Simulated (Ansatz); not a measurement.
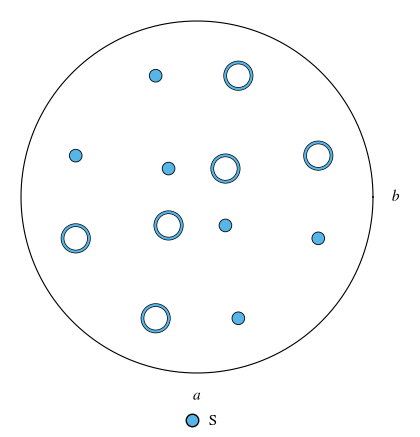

For ScPbS4, the geometry relaxed with Ansatz, DFT PBE, scalar-relativistic, plane waves, PAW; the starting structure was generated, so it need not be a known form of this composition: directions from one scandium atom at (0, 0, 0) to its bonded neighbours, in stereographic projection down c (filled: above the plane of the page or in it, open: below). All values are computed from the atomic coordinates in the standard setting (tolerance 0.002 Å).

Neighbours are counted up to 3.35 Å for S; other elements are left out.

```cif
data_structure
_symmetry_space_group_name_H-M 'P 1'
_symmetry_Int_Tables_number 1
_cell_length_a 7.7801
_cell_length_b 7.7801
_cell_length_c 7.7801
_cell_angle_alpha 90.000
_cell_angle_beta 90.000
_cell_angle_gamma 90.000
_cell_volume 470.93
loop_
_atom_site_label
_atom_site_type_symbol
_atom_site_fract_x
_atom_site_fract_y
_atom_site_fract_z
_atom_site_occupancy
Sc1 Sc 0.00000 0.00000 0.00000 1
Pb1 Pb 0.25000 0.25000 0.75000 1
S1 S 0.87286 0.37286 0.87286 1
S2 S 0.37286 0.12714 0.12714 1
S3 S 0.62714 0.12714 0.87286 1
S4 S 0.12714 0.37286 0.12714 1
Sc2 Sc 0.00000 0.50000 0.50000 1
Pb2 Pb 0.25000 0.75000 0.25000 1
S5 S 0.87286 0.87286 0.37286 1
S6 S 0.37286 0.62714 0.62714 1
S7 S 0.62714 0.62714 0.37286 1
S8 S 0.12714 0.87286 0.62714 1
Sc3 Sc 0.50000 0.00000 0.50000 1
Pb3 Pb 0.75000 0.25000 0.25000 1
S9 S 0.37286 0.37286 0.37286 1
S10 S 0.87286 0.12714 0.62714 1
S11 S 0.12714 0.12714 0.37286 1
S12 S 0.62714 0.37286 0.62714 1
Sc4 Sc 0.50000 0.50000 0.00000 1
Pb4 Pb 0.75000 0.75000 0.75000 1
S13 S 0.37286 0.87286 0.87286 1
S14 S 0.87286 0.62714 0.12714 1
S15 S 0.12714 0.62714 0.87286 1
S16 S 0.62714 0.87286 0.12714 1
```

**How many neighbours are there, and at what angles?**

12: 12 S at 3.22 Å. Angles between bonds: 50° (12×), 51° (6×), 95° (24×), 117° (12×), 144° (12×).

**What is the site's symmetry in the crystal?**

Point group -43m (Td), order 24: three −4 axes, four threefold axes, six mirror planes. In F-43m (No. 216) this is Wyckoff position 4a.
